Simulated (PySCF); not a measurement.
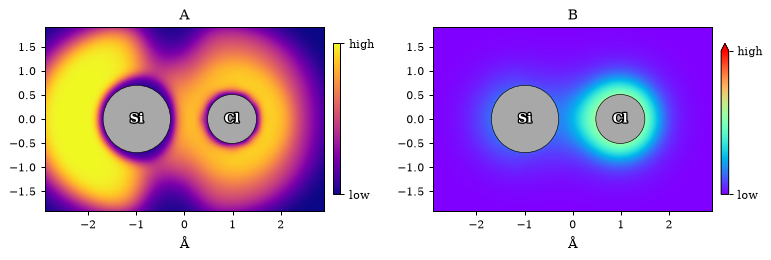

SiCl (charge +1): 2 fields on a plane that holds the molecular axis, with unlabelled colour scales. Grey discs cover the atomic cores.

All numbers below come from PySCF 2.14.0, PBE0/def2-SVP, non-relativistic Hamiltonian with scalar-relativistic core potentials where named, at a bond length of 1.978 Å.

> Which field does each panel show? The fields are: electron density and electron localisation function.

Panel A: electron localisation function. Panel B: electron density. From the grid: Si–Cl (1.98 Å): ρ at the midpoint is about 1 e/Å³; the ELF peaks at about 0.85 between the atoms, as expected for a shared but strongly polarised pair.
